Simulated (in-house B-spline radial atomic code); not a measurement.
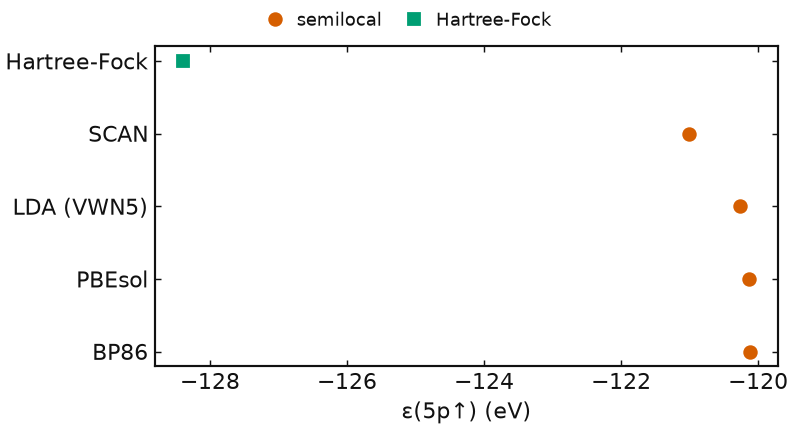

Ho⁷⁺ (Z = 67, 60 electrons) in the configuration [Kr] 4d10 4f9 5s2 5p3 (high spin). All runs are scalar-relativistic, spin-polarised and spherical, computed with an in-house B-spline radial code (spin-free X2C). Hartree-Fock is the average over the configuration. The plot shows the eigenvalue (eV) of the 5p up orbital by 5 methods.

Question: How much do the methods differ, and in which order?

Answer: The deepest is Hartree-Fock (−128.4) and the shallowest BP86 (−120.1), a spread of 8.28 eV. In order (eV): Hartree-Fock (−128.4), SCAN (−121.0), LDA (VWN5) (−120.3), PBEsol (−120.1), BP86 (−120.1). On the whole, exact exchange removes self-interaction and deepens occupied levels.
